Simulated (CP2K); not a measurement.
**GeSiH4F (SMILES F[SiH][GeH3]) at GFN1-xTB**

Aim: the energy difference between two shapes of GeSiH4F at GFN1-xTB, from 2 runs. 

The calculation is run with CP2K 2026.2.

2 further runs of the same task are left out: 2 set aside as unsound or not needed.

**1. The system as given**

GeSiH4F: 7 atoms, total charge 0, spin state doublet. As SMILES, `F[SiH][GeH3]`. The shape is that of a PBE0-D4/def2-TZVP optimisation.

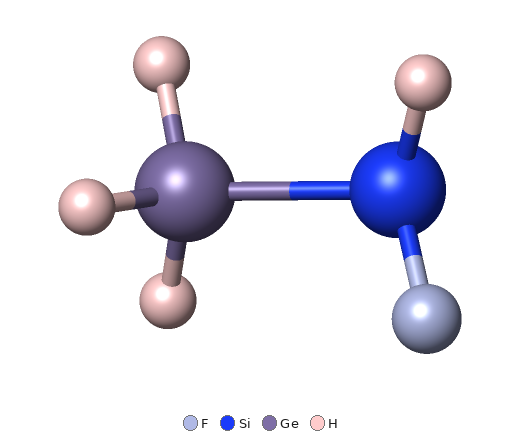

Viewed from a chosen angle; fluorine light blue, silicon blue, germanium purple, hydrogen pink.

**2. Energy and forces at GFN1-xTB**

calc.inp

```
&GLOBAL
  PROJECT_NAME calc
  RUN_TYPE ENERGY_FORCE
  PRINT_LEVEL MEDIUM
&END GLOBAL

&FORCE_EVAL
  METHOD QUICKSTEP
  &DFT
    CHARGE 0
    MULTIPLICITY 2
    UNRESTRICTED_KOHN_SHAM T
    &QS
      METHOD XTB
      EPS_DEFAULT 1.0E-10
      &XTB
        GFN_TYPE 1
        CHECK_ATOMIC_CHARGES F
      &END XTB
    &END QS
    &POISSON
      PERIODIC NONE
      POISSON_SOLVER ANALYTIC
    &END POISSON
    &SCF
      SCF_GUESS ATOMIC
      EPS_SCF 1.0E-07
      MAX_SCF 30
      &OT ON
        MINIMIZER DIIS
        PRECONDITIONER FULL_ALL
      &END OT
      &OUTER_SCF
        EPS_SCF 1.0E-07
        MAX_SCF 8
      &END OUTER_SCF
    &END SCF
    &PRINT
      &MOMENTS
        PERIODIC F
        REFERENCE COM
        MAX_MOMENT 1
      &END MOMENTS
      &MO_CUBES
        NLUMO 3
        NHOMO -1
        WRITE_CUBE F
      &END MO_CUBES
      &HIRSHFELD OFF
      &END HIRSHFELD
    &END PRINT
  &END DFT
  &SUBSYS
    &CELL
      ABC [angstrom] 18.7 20.1 18.9
      PERIODIC NONE
    &END CELL
    &COORD
      UNIT bohr
      F     -1.5650712    -3.3969717     2.6635690
      Si    -1.6637149    -2.1552326    -0.1122497
      Ge     0.6307906     1.7260758    -0.1542017
      H     -0.6149169    -4.0793518    -1.8929387
      H      0.5474537     2.7688267    -2.8648248
      H     -0.6254993     3.6371559     1.6310226
      H      3.4066093     1.3709963     0.6432628
    &END COORD
    &TOPOLOGY
      &CENTER_COORDINATES
      &END CENTER_COORDINATES
    &END TOPOLOGY
  &END SUBSYS
  &PRINT
    &FORCES ON
    &END FORCES
  &END PRINT
&END FORCE_EVAL
```

Launch:

```console
$ OMP_NUM_THREADS=1 cp2k.psmp -i calc.inp > calc.out 2>&1
```

Log, cut to the lines that bear on the results:

```text
CP2K| version string:                                       CP2K version 2026.2
[...]
 GLOBAL| Method name                                                        CP2K
[...]
 GLOBAL| Run type                                                   ENERGY_FORCE
[...]
                             - Atoms:                                          7
[...]
                             - Spherical basis functions:                     30
[...]
 Number of electrons:                                                         10
[...]
     1 OT DIIS     0.15E+00    0.0     0.07552537       -10.6858149628 -1.07E+01
[...]
    22 OT DIIS     0.15E+00    0.0     0.00000007       -10.8291419936 -1.45E-12
  *** SCF run converged in    22 steps ***
[...]
 TB_DIPOLE| Moment [Debye]         -0.95170502      -0.51102016      -1.26353868
 TB_DIPOLE| Derivative [a.u.]       0.00000000       0.00000000       0.00000000
[...]
 ENERGY| Total FORCE_EVAL ( QS ) energy [hartree]            -10.829141993552749
 FORCES| Atomic forces [hartree/bohr]
 FORCES|   Atom     x               y               z               |f|
 FORCES|      1  2.73985552E-03 -3.60208907E-04 -6.71651295E-03   7.26278906E-03
 FORCES|      2 -6.63969123E-03  3.45326838E-03  1.30450526E-03   7.59686094E-03
 FORCES|      3  4.47206218E-03 -1.21958426E-03 -1.29649241E-03   4.81327524E-03
 FORCES|      4  1.82836942E-03  1.64267404E-03  5.49585181E-03   6.02044017E-03
 FORCES|      5  1.64638965E-03 -3.01197829E-03  1.49571763E-02   1.53460006E-02
 FORCES|      6  7.75346274E-03 -7.97884854E-03 -9.60315431E-03   1.46968970E-02
 FORCES|      7 -1.18004483E-02  7.47467758E-03 -4.14137371E-03   1.45695697E-02
 FORCES| Sum    -2.63677968E-16  3.38271078E-17  1.60461922E-16
 FORCES| Total atomic force                                       3.10513079E-16
[...]
```

It took 1.8 s on 1 thread of Intel Xeon Platinum 8259CL at 2.50GHz (Skylake/Cascade Lake), shared host; peak memory 0.2 GiB.

**3. The distorted shape at the same level**

calc.inp

```
&GLOBAL
    PROJECT calc
    RUN_TYPE ENERGY_FORCE
    PRINT_LEVEL MEDIUM
&END GLOBAL

&FORCE_EVAL
    METHOD Quickstep
    &DFT
        CHARGE 0
        MULTIPLICITY 2
        LSD T
        # Quickstep
        &QS
            METHOD XTB
            EPS_DEFAULT 1.0E-10
            &XTB
                GFN_TYPE 1
                CHECK_ATOMIC_CHARGES F
            &END XTB
        &END QS
        # isolated system
        &POISSON
            PERIODIC NONE
            POISSON_SOLVER ANALYTIC
        &END POISSON
        # SCF settings
        &SCF
            SCF_GUESS ATOMIC
            EPS_SCF 1.0E-07
            MAX_SCF 30
            &OT ON
                MINIMIZER DIIS
                PRECONDITIONER FULL_ALL
            &END OT
            &OUTER_SCF
                EPS_SCF 1.0E-07
                MAX_SCF 8
            &END OUTER_SCF
        &END SCF
        &PRINT
            &MOMENTS
                PERIODIC F
                REFERENCE COM
                MAX_MOMENT 1
            &END MOMENTS
            &MO_CUBES
                NLUMO 3
                NHOMO -1
                WRITE_CUBE F
            &END MO_CUBES
            &HIRSHFELD OFF
            &END HIRSHFELD
        &END PRINT
    &END DFT
    # atoms, cell and kinds
    &SUBSYS
        # box in angstrom
        &CELL
            ABC [angstrom] 18.7 20.1 18.9
            PERIODIC NONE
        &END CELL
        &COORD
            UNIT bohr
            F     -1.5800076    -3.3560761     2.6873323
            Si    -1.6077393    -2.1350730    -0.1696105
            Ge     0.6703369     1.7776918    -0.1925801
            H     -0.5695219    -4.0614806    -1.8514497
            H      0.5553508     2.7218481    -2.8312727
            H     -0.6119802     3.6338980     1.6004298
            H      3.4022365     1.3691557     0.5653210
        &END COORD
        &TOPOLOGY
            &CENTER_COORDINATES
            &END CENTER_COORDINATES
        &END TOPOLOGY
    &END SUBSYS
    # extra output
    &PRINT
        &FORCES ON
        &END FORCES
    &END PRINT
&END FORCE_EVAL
```

Launch:

```console
$ OMP_NUM_THREADS=1 cp2k.psmp calc.inp > calc.out
```

Log, cut to the lines that bear on the results:

```text
CP2K| version string:                                       CP2K version 2026.2
[...]
 GLOBAL| Method name                                                        CP2K
[...]
 GLOBAL| Run type                                                   ENERGY_FORCE
[...]
                             - Atoms:                                          7
[...]
                             - Spherical basis functions:                     30
[...]
 Number of electrons:                                                         10
[...]
     1 OT DIIS     0.15E+00    0.0     0.07666380       -10.6799978051 -1.07E+01
[...]
    22 OT DIIS     0.15E+00    0.0     0.00000009       -10.8287358689 -2.12E-12
  *** SCF run converged in    22 steps ***
[...]
 TB_DIPOLE| Moment [Debye]         -0.82871041      -0.39719402      -1.45542266
 TB_DIPOLE| Derivative [a.u.]       0.00000000       0.00000000       0.00000000
[...]
 ENERGY| Total FORCE_EVAL ( QS ) energy [hartree]            -10.828735868923108
 FORCES| Atomic forces [hartree/bohr]
 FORCES|   Atom     x               y               z               |f|
 FORCES|      1  2.82012474E-03  4.74180839E-03 -1.94024440E-02   2.01715811E-02
 FORCES|      2 -9.72782119E-03  6.06473489E-03  1.96255624E-02   2.27282691E-02
 FORCES|      3 -1.03256206E-03 -1.09806720E-02  9.07910615E-03   1.42853600E-02
 FORCES|      4  5.39325299E-03 -4.81522641E-03  1.90458900E-04   7.23255541E-03
 FORCES|      5  1.29745599E-03  3.41974581E-03  7.26590940E-04   3.72907332E-03
 FORCES|      6  7.47105841E-03 -6.06567593E-03 -8.34348623E-03   1.27366754E-02
 FORCES|      7 -6.22150888E-03  7.63528521E-03 -1.87578813E-03   1.00261326E-02
 FORCES| Sum    -9.10729825E-17  6.15826834E-17  3.18538598E-16
 FORCES| Total atomic force                                       3.36977082E-16
[...]
```

It took 1.9 s on 1 thread of Intel Xeon Platinum 8259CL at 2.50GHz (Skylake/Cascade Lake), shared host; peak memory 0.2 GiB.

**4. Summary of results**

At GFN1-xTB:

```
                                                  quantity         value
                                 first shape: total energy  -10.82914 Eh
    first shape: dipole moment (from atomic charges alone)        1.66 D
           first shape: HOMO energy (highest over α and β)      -9.50 eV
                            first shape: dispersion energy  -4.89 kJ/mol
                     first shape: largest force on an atom    0.789 eV/Å
                             distorted shape: total energy  -10.82874 Eh
distorted shape: dipole moment (from atomic charges alone)        1.72 D
       distorted shape: HOMO energy (highest over α and β)      -9.50 eV
                        distorted shape: dispersion energy  -4.90 kJ/mol
                 distorted shape: largest force on an atom    1.169 eV/Å
                    energy change with the atoms displaced      0.011 eV
```

With the atoms displaced the energy rises by 0.01 eV (0.3 kcal/mol). The first shape isn't relaxed at this level, so the change isn't measured from a minimum. The largest force (first shape) is 0.79 eV/Å: the shape isn't a stationary point for this species at this level. The dipole (first shape) comes from point charges on the atoms alone, without atomic dipoles, so it is partial. The dipole (distorted shape) comes from point charges on the atoms alone, without atomic dipoles, so it is partial.
